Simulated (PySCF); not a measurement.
# C2H10BOP (SMILES C[O+](C)[BH2-]P): levels of theory compared

We compute a comparison of 6 runs (HF/3-21G, TPSS/3-21G, B3LYP/6-31G*, B3LYP/def2-SVP, SVWN5/cc-pVDZ) of C2H10BOP. Input form: a Python script.

The calculation is run with PySCF 2.14.0.

## 1. The system as given

The species is C2H10BOP (15 atoms), meant as a singlet with charge 0. As SMILES, `C[O+](C)[BH2-]P`. The shape is that of a GFN2-xTB optimisation. This is one conformer, not always the lowest.

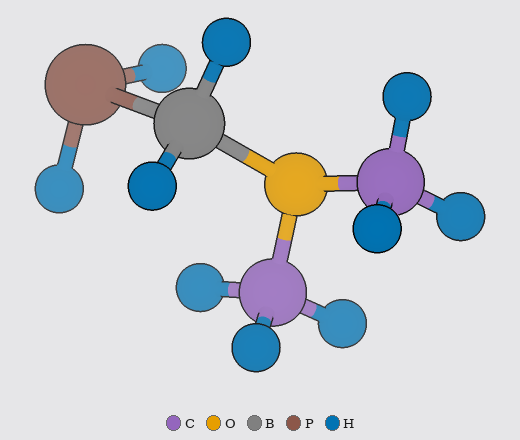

Viewed from a chosen angle; carbon purple, oxygen amber, boron grey, phosphorus brown, hydrogen blue.

## 2. Energy and forces at HF/3-21G (run 1)

Input file calc.py:

```python
from pyscf import gto

mol = gto.M(
    atom=[
    ('C', (-1.035160, -0.897850, 0.067670)),
    ('O', (0.257300, -0.363770, -0.164240)),
    ('C', (1.261260, -1.148010, 0.457820)),
    ('B', (0.378260, 1.237660, 0.230650)),
    ('P', (-0.576000, 2.267340, -1.123170)),
    ('H', (-1.747100, -0.253050, -0.446070)),
    ('H', (-1.091160, -1.909090, -0.343020)),
    ('H', (-1.270930, -0.917650, 1.136100)),
    ('H', (1.158330, -1.131190, 1.547110)),
    ('H', (2.224700, -0.724300, 0.184110)),
    ('H', (1.194950, -2.177550, 0.096720)),
    ('H', (-0.075990, 1.367010, 1.320340)),
    ('H', (1.538420, 1.466530, 0.154780)),
    ('H', (-0.352140, 1.402780, -2.183370)),
    ('H', (-1.864730, 1.781130, -0.935440)),
],
    basis='3-21g',
    max_memory=1860,
    verbose=3,
    spin=0,
)

mf = mol.RHF()
mf.conv_tol = 1e-10
mf.kernel()
if not mf.converged:
    mf = mf.newton().run(mf.mo_coeff, mf.mo_occ)

e_tot = mf.e_tot
print(f'total energy: {e_tot:.8f} hartree')
grad = mf.nuc_grad_method().kernel()
mf.analyze()
```

Started as:

```console
$ OMP_NUM_THREADS=1 python calc.py
```

Log:

```text
converged SCF energy = -519.060570324118
[... 12 lines left out ...]
MO #3   energy= -11.2653110537441  occ= 2
[... 5 lines left out ...]
MO #9   energy= -5.27325618308402  occ= 2
[... 5 lines left out ...]
MO #15  energy= -0.725065152799873 occ= 2
[... 5 lines left out ...]
MO #21  energy= -0.514192344037565 occ= 2
[... 5 lines left out ...]
MO #27  energy= 0.227393117083198  occ= 0
[... 5 lines left out ...]
MO #33  energy= 0.317662461801371  occ= 0
[... 5 lines left out ...]
MO #39  energy= 0.443830534812162  occ= 0
[... 5 lines left out ...]
MO #45  energy= 0.805711822687989  occ= 0
[... 5 lines left out ...]
MO #51  energy= 1.05645670605575   occ= 0
[... 5 lines left out ...]
MO #57  energy= 1.31251485364876   occ= 0
[... 5 lines left out ...]
MO #63  energy= 1.51391423822368   occ= 0
[... 5 lines left out ...]
MO #69  energy= 3.45649381462073   occ= 0
[... 16 lines left out ...]
Dipole moment(X, Y, Z, Debye):  0.00067, -6.94404,  1.62733
```

It took 8.7 s on 1 thread of Intel Xeon at 2.50GHz (Skylake/Cascade Lake), shared host; peak memory 0.14 GiB.

## 3. Energy and forces at TPSS/3-21G (run 2)

Input file job.py:

```python
from pyscf import gto, dft

mol = gto.M(
    atom=[
    ('C', (-1.035160, -0.897850, 0.067670)),
    ('O', (0.257300, -0.363770, -0.164240)),
    ('C', (1.261260, -1.148010, 0.457820)),
    ('B', (0.378260, 1.237660, 0.230650)),
    ('P', (-0.576000, 2.267340, -1.123170)),
    ('H', (-1.747100, -0.253050, -0.446070)),
    ('H', (-1.091160, -1.909090, -0.343020)),
    ('H', (-1.270930, -0.917650, 1.136100)),
    ('H', (1.158330, -1.131190, 1.547110)),
    ('H', (2.224700, -0.724300, 0.184110)),
    ('H', (1.194950, -2.177550, 0.096720)),
    ('H', (-0.075990, 1.367010, 1.320340)),
    ('H', (1.538420, 1.466530, 0.154780)),
    ('H', (-0.352140, 1.402780, -2.183370)),
    ('H', (-1.864730, 1.781130, -0.935440)),
],
    verbose=4,
    basis='3-21g',
    max_memory=1860,
)

mf = dft.RKS(mol)
mf.xc = 'tpss'
mf.conv_tol = 1e-10
mf.grids.level = 5
mf.kernel()
if not mf.converged:
    mf = mf.newton().run(mf.mo_coeff, mf.mo_occ)

etot = mf.e_tot
print(f'total energy: {etot:.8f} hartree')
grad = mf.nuc_grad_method().kernel()
dip = mf.dip_moment()
pop, q = mf.mulliken_pop()
```

Started as:

```console
$ OMP_NUM_THREADS=1 python job.py
```

Log:

```text
PySCF version 2.14.0

[... 84 lines left out ...]
converged SCF energy = -520.940818410287
total energy: -520.94081841 hartree
[... 12 lines left out ...]
Dipole moment(X, Y, Z, Debye): -0.04940, -6.61483,  1.24167
[... 46 lines left out ...]
pop of  4 P 3pz           0.63488
pop of  4 P 4px           0.27375
pop of  4 P 4py           0.79639
pop of  4 P 4pz           0.29178
pop of  5 H 1s            0.47648
pop of  5 H 2s            0.26593
pop of  6 H 1s            0.48360
pop of  6 H 2s            0.29421
pop of  7 H 1s            0.47938
pop of  7 H 2s            0.29470
pop of  8 H 1s            0.48018
pop of  8 H 2s            0.29345
pop of  9 H 1s            0.47917
pop of  9 H 2s            0.25871
pop of  10 H 1s           0.48391
pop of  10 H 2s           0.29588
pop of  11 H 1s           0.46983
pop of  11 H 2s           0.49315
pop of  12 H 1s           0.47181
pop of  12 H 2s           0.51496
pop of  13 H 1s           0.46373
pop of  13 H 2s           0.54305
pop of  14 H 1s           0.46471
pop of  14 H 2s           0.56902
 ** Mulliken atomic charges  **
charge of    0C =     -0.34407
charge of    1O =     -0.46486
charge of    2C =     -0.34277
charge of    3B =     -0.21781
charge of    4P =     -0.05462
charge of    5H =      0.25758
charge of    6H =      0.22219
charge of    7H =      0.22592
charge of    8H =      0.22637
charge of    9H =      0.26213
charge of   10H =      0.22020
charge of   11H =      0.03702
charge of   12H =      0.01323
charge of   13H =     -0.00679
charge of   14H =     -0.03373
```

It took 87 s on 1 thread of Intel Xeon at 2.50GHz (Skylake/Cascade Lake), shared host; peak memory 0.73 GiB.

Runs 3 to 4 aren't shown in full; the table further down has their settings and results.

## 4. Energy and forces at B3LYP/def2-SVP (run 5)

Input file job.py:

```python
# C[O+](C)[BH2-]P
from pyscf import gto, dft

mol = gto.M(
    atom='''
C       -1.035160      -0.897850       0.067670
O        0.257300      -0.363770      -0.164240
C        1.261260      -1.148010       0.457820
B        0.378260       1.237660       0.230650
P       -0.576000       2.267340      -1.123170
H       -1.747100      -0.253050      -0.446070
H       -1.091160      -1.909090      -0.343020
H       -1.270930      -0.917650       1.136100
H        1.158330      -1.131190       1.547110
H        2.224700      -0.724300       0.184110
H        1.194950      -2.177550       0.096720
H       -0.075990       1.367010       1.320340
H        1.538420       1.466530       0.154780
H       -0.352140       1.402780      -2.183370
H       -1.864730       1.781130      -0.935440
''',
    verbose=4,
    basis='def2-svp',
    spin=0,
    max_memory=1860,
)

myscf = dft.RKS(mol, xc='b3lyp')
myscf.grids.level = 5
myscf.conv_tol = 1e-10
myscf.kernel()
if not myscf.converged:
    myscf = myscf.newton().run(myscf.mo_coeff, myscf.mo_occ)

energy = myscf.e_tot
print('E(%s) = %.9f' % ('B3LYP', energy))
grad = myscf.nuc_grad_method().kernel()
myscf.analyze()
```

Started as:

```console
$ OMP_NUM_THREADS=1 python job.py
```

Log:

```text
PySCF version 2.14.0

[... 109 lines left out ...]
MO #4   energy= -10.2684090891991  occ= 2
[... 11 lines left out ...]
MO #16  energy= -0.530081981431447 occ= 2
[... 11 lines left out ...]
MO #28  energy= 0.0690134021645306 occ= 0
[... 11 lines left out ...]
MO #40  energy= 0.286333498015162  occ= 0
[... 11 lines left out ...]
MO #52  energy= 0.581625797281397  occ= 0
[... 11 lines left out ...]
MO #64  energy= 0.743907087160748  occ= 0
[... 11 lines left out ...]
MO #76  energy= 1.24353362977679   occ= 0
[... 11 lines left out ...]
MO #88  energy= 1.6714585575753    occ= 0
[... 11 lines left out ...]
MO #100 energy= 1.99754209272649   occ= 0
[... 11 lines left out ...]
MO #112 energy= 2.56123859335529   occ= 0
[... 11 lines left out ...]
MO #124 energy= 3.40878997980154   occ= 0
[... 103 lines left out ...]
pop of  10 H 2px          0.00009
pop of  10 H 2py          0.00114
pop of  10 H 2pz          0.00014
pop of  11 H 1s           1.02116
pop of  11 H 2s           0.00364
pop of  11 H 2px          0.00019
pop of  11 H 2py          0.00014
pop of  11 H 2pz          0.00125
pop of  12 H 1s           1.01502
pop of  12 H 2s           0.00356
pop of  12 H 2px          0.00134
pop of  12 H 2py          0.00022
pop of  12 H 2pz          0.00001
pop of  13 H 1s           1.01911
pop of  13 H 2s           0.00620
pop of  13 H 2px          0.00025
pop of  13 H 2py          0.00190
pop of  13 H 2pz          0.00221
pop of  14 H 1s           1.03490
pop of  14 H 2s           0.00499
pop of  14 H 2px          0.00318
pop of  14 H 2py          0.00089
pop of  14 H 2pz          0.00025
 ** Mulliken atomic charges  **
charge of    0C =     -0.07371
charge of    1O =     -0.18158
charge of    2C =     -0.06988
charge of    3B =     -0.23789
charge of    4P =     -0.00661
charge of    5H =      0.13248
charge of    6H =      0.10581
charge of    7H =      0.10520
charge of    8H =      0.10664
charge of    9H =      0.13422
charge of   10H =      0.10574
charge of   11H =     -0.02638
charge of   12H =     -0.02015
charge of   13H =     -0.02967
charge of   14H =     -0.04421
Dipole moment(X, Y, Z, Debye):  0.00836, -5.84999,  1.12667
```

Wall time 2.3 min (1 thread of Intel Xeon at 2.50GHz (Skylake/Cascade Lake), shared host); peak memory 1.3 GiB.

## 5. Energy and gradient at SVWN5/cc-pVDZ (run 6)

Input file calc.py:

```python
# C[O+](C)[BH2-]P
import pyscf.grad
from pyscf import gto, dft

molecule = gto.M(
    atom='''
C       -1.035160      -0.897850       0.067670
O        0.257300      -0.363770      -0.164240
C        1.261260      -1.148010       0.457820
B        0.378260       1.237660       0.230650
P       -0.576000       2.267340      -1.123170
H       -1.747100      -0.253050      -0.446070
H       -1.091160      -1.909090      -0.343020
H       -1.270930      -0.917650       1.136100
H        1.158330      -1.131190       1.547110
H        2.224700      -0.724300       0.184110
H        1.194950      -2.177550       0.096720
H       -0.075990       1.367010       1.320340
H        1.538420       1.466530       0.154780
H       -0.352140       1.402780      -2.183370
H       -1.864730       1.781130      -0.935440
''',
    spin=0,
    charge=0,
    basis='cc-pvdz',
    max_memory=1860,
    verbose=4,
)

mf = dft.RKS(molecule, xc='svwn')
mf.grids.level = 5
mf.conv_tol = 1e-10
mf.kernel()
if not mf.converged:
    mf = mf.newton().run(mf.mo_coeff, mf.mo_occ)

etot = mf.e_tot
print('E = %.10f Eh' % etot)
grad = mf.Gradients().kernel()
mf.analyze()
```

Started as:

```console
$ OMP_NUM_THREADS=1 python calc.py
```

Log:

```text
PySCF version 2.14.0

[... 113 lines left out ...]
MO #4   energy= -9.85398983671506  occ= 2
[... 11 lines left out ...]
MO #16  energy= -0.475745262432829 occ= 2
[... 11 lines left out ...]
MO #28  energy= 0.0356426963165357 occ= 0
[... 11 lines left out ...]
MO #40  energy= 0.248451790741795  occ= 0
[... 11 lines left out ...]
MO #52  energy= 0.494805392358823  occ= 0
[... 11 lines left out ...]
MO #64  energy= 0.685303278709352  occ= 0
[... 11 lines left out ...]
MO #76  energy= 1.12861163227167   occ= 0
[... 11 lines left out ...]
MO #88  energy= 1.48373856119134   occ= 0
[... 11 lines left out ...]
MO #100 energy= 1.80719828867228   occ= 0
[... 11 lines left out ...]
MO #112 energy= 2.24103786203279   occ= 0
[... 11 lines left out ...]
MO #124 energy= 3.11221732199474   occ= 0
[... 103 lines left out ...]
pop of  10 H 2px          0.00012
pop of  10 H 2py          0.00092
pop of  10 H 2pz          0.00015
pop of  11 H 1s           0.98973
pop of  11 H 2s           0.00325
pop of  11 H 2px          0.00014
pop of  11 H 2py          0.00012
pop of  11 H 2pz          0.00082
pop of  12 H 1s           0.98388
pop of  12 H 2s           0.00289
pop of  12 H 2px          0.00089
pop of  12 H 2py          0.00017
pop of  12 H 2pz          0.00001
pop of  13 H 1s           0.97885
pop of  13 H 2s           0.00607
pop of  13 H 2px          0.00032
pop of  13 H 2py          0.00179
pop of  13 H 2pz          0.00179
pop of  14 H 1s           0.99594
pop of  14 H 2s           0.00451
pop of  14 H 2px          0.00250
pop of  14 H 2py          0.00107
pop of  14 H 2pz          0.00033
 ** Mulliken atomic charges  **
charge of    0C =     -0.14073
charge of    1O =     -0.14398
charge of    2C =     -0.13773
charge of    3B =     -0.32049
charge of    4P =     -0.07542
charge of    5H =      0.14711
charge of    6H =      0.12450
charge of    7H =      0.12186
charge of    8H =      0.12364
charge of    9H =      0.15193
charge of   10H =      0.12441
charge of   11H =      0.00594
charge of   12H =      0.01214
charge of   13H =      0.01118
charge of   14H =     -0.00436
Dipole moment(X, Y, Z, Debye):  0.00549, -5.68340,  0.96564
```

Wall time 2.1 min (1 thread of Intel Xeon at 2.50GHz (Skylake/Cascade Lake), shared host); peak memory 0.76 GiB.

## 6. Overview of the runs

```csv
run,level,integration grid,Cartesian functions,energy (Eh),dipole moment (D),HOMO energy (eV),LUMO energy (eV),wall time
1,HF/3-21G,–,no,-519.060570,7.13,-8.65,5.72,8.7 s
2,TPSS/3-21G,5,no,-520.940818,6.73,-5.02,0.80,87 s
3,B3LYP/6-31G* (spherical functions),5,no,-523.616316,6.19,-5.86,1.32,1.8 min
4,B3LYP/6-31G* (Cartesian functions),5,yes,-523.621520,6.18,-5.86,1.29,1.8 min
5,B3LYP/def2-SVP,5,no,-523.399323,5.96,-5.91,0.87,2.3 min
6,SVWN5/cc-pVDZ,5,no,-520.729182,5.76,-5.16,-0.08,2.1 min
```

## 7. Summary of results

| quantity | value |
| --- | --- |
| run 6: total energy | -520.72918 Eh |
| run 6: dipole moment | 5.76 D |
| run 6: HOMO energy | -5.16 eV |
| run 6: LUMO energy | -0.08 eV |
| run 6: HOMO–LUMO gap | 5.09 eV |
| run 6: largest force on an atom | 1.786 eV/Å |

The dipole moment (its size) runs from 5.76 D (SVWN5/cc-pVDZ) to 7.13 D (HF/3-21G). The two ends differ in method and basis. The HOMO–LUMO gap runs from 5.09 eV (SVWN5/cc-pVDZ) to 14.37 eV (HF/3-21G). Totals of different functionals can't be ranked against each other. All runs together took 9.6 min, the longest 2.3 min.
